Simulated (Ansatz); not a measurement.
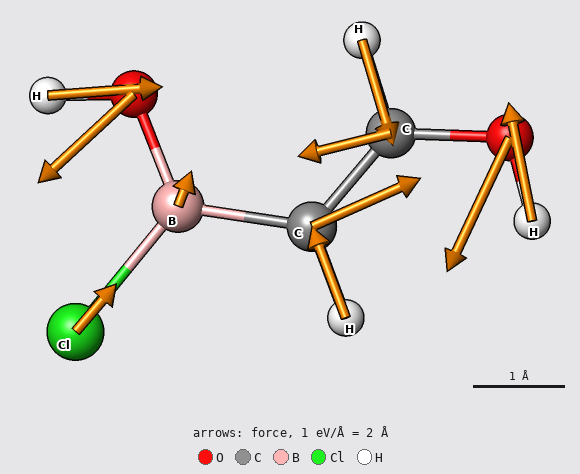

Starting geometry of C$_{2}$H$_{4}$BClO$_{2}$ with the computed forces as orange arrows. Style: ball-and-stick. Shown at a tilt.

The start comes from PBE-D4/def2-SVP.

Computed with RKS PBE0-D4/def2-TZVP (Ansatz 0.2.0). Settings: force threshold 0.005 eV/Å; at most 150 steps.

> Is this structure relaxed? If not, where do the atoms go?

It isn't relaxed: the largest force vector, on an O atom, is 0.83 eV/Å. The final displacements follow the starting forces only in part (cosine between the two patterns 0.62). The energy falls by 1.00 kcal/mol in 5 accepted moves (6 points after the start). Largest force component: 0.71 eV/Å at the start, 0.0023 eV/Å at the end. The line search rejected the trial step at point 3 of the run. The Cl atom moves most after the best rigid fit: 0.032 Å. Largest moves by element: Cl 0.032 Å, H 0.030 Å, O 0.028 Å, C 0.019 Å, B 0.014 Å. Some distances before and after: C–C 1.360 → 1.340 Å, C–H 1.104 → 1.085 Å, H–O 0.979 → 0.964 Å, B–Cl 1.800 → 1.785 Å. Cost: 28 s on 4 threads of Arm Neoverse V2, with other jobs on the host.
